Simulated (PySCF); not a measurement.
C6H13O, SMILES C[C](O)CC(C)C, doublet at its GFN2-xTB optimised geometry (Å):

```
20

C     -1.5171     0.1788    -2.6181
C     -1.4542    -0.5443    -1.3219
O     -2.2349    -1.6734    -1.1443
C     -0.9366     0.0796    -0.0790
C      0.6067     0.0917     0.0000
C      1.0633     0.8417     1.2472
C      1.1470    -1.3340     0.0000
H     -0.7197     0.9154    -2.6686
H     -2.4708     0.7101    -2.7530
H     -1.4070    -0.5076    -3.4617
H     -2.5761    -1.9603    -1.9976
H     -1.3268    -0.4823     0.7709
H     -1.2853     1.1173    -0.0007
H      0.9916     0.6126    -0.8837
H      2.1495     0.8602     1.3050
H      0.6810     0.3551     2.1421
H      0.7036     1.8685     1.2346
H      0.7982    -1.8672    -0.8810
H      2.2349    -1.3340     0.0000
H      0.8006    -1.8685     0.8817
```

Computed with PySCF with unrestricted PBE0/def2-SVP.

Map of the electrostatic potential (hartree/e), clipped to [-0.08, 0.12] on the plane z = 0.6 Å:

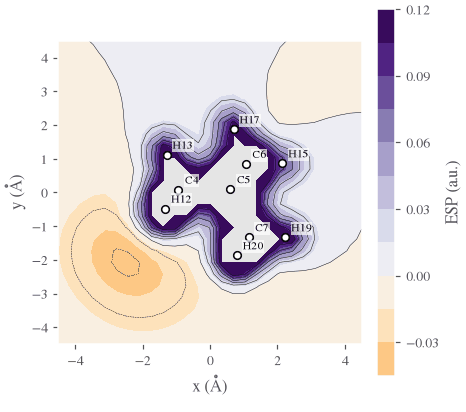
Electrostatic potential (hartree/e), clipped to [-0.08, 0.12] on the plane z = 0.6 Å.
